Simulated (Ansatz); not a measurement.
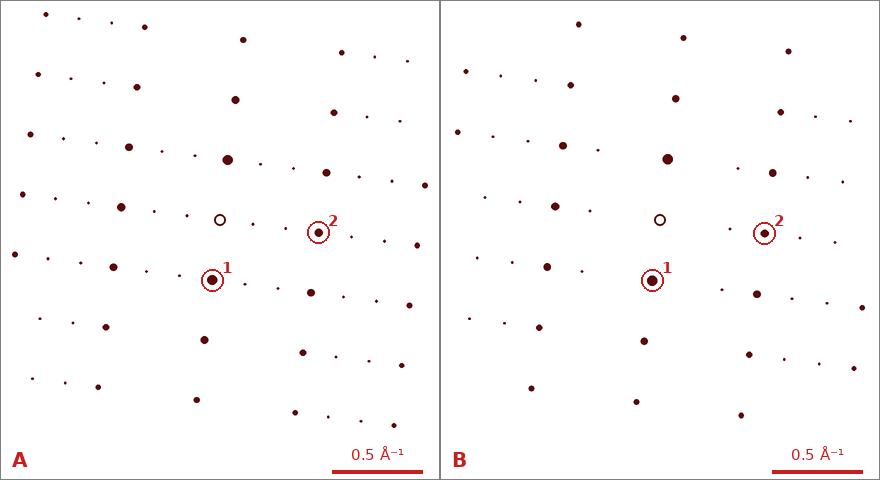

Kinematic electron diffraction patterns (300 kV, B = 0.5 Å², same scale) along [1-10] of the run's own cell, for the start and the end of one relaxation of TlPb2 with DFT PBE, scalar-relativistic, plane waves, PAW (Ansatz). k mesh 16×16×16. The start is a generated model structure, and the relaxation ends in the nearest stationary point of its symmetry, not necessarily the ground state. Spot 1 is 0 0 -1 and spot 2 is 3 3 -3 in both.

Start structure:

```
Tl Pb
1.0
    -2.07420    2.07420    5.08828
     2.07420   -2.07420    5.08828
     2.07420    2.07420   -5.08828
Tl Pb
1 2
Cartesian
  0.0000 0.0000 0.0000
  0.0000 0.0000 6.7674
  0.0000 0.0000 3.4091
```

Question: Which pattern belongs to the start structure, and which to the relaxed one?

Answer: B is the start: its cell gives d(1) = 2.933 Å, d(2) = 1.696 Å and an angle of 90.0°. A is the relaxed structure, with d(1) = 2.966 Å (+1.1 %), d(2) = 1.805 Å (+6.4 %) and 90.0°.

Question: What did the relaxation do to the structure and the energy?

Answer: The volume changed by +8.8 % to 31.75 Å³ an atom; with the mean shift removed, the atoms moved by up to 0.04 Å relative to the cell (Pb most); the space group stayed I4/mmm (No. 139); the free energy fell by 32 meV an atom. Relaxed cell: a = 6.174 Å, b = 6.174 Å, c = 6.174 Å, α = 140.29°, β = 140.29°, γ = 57.42°.
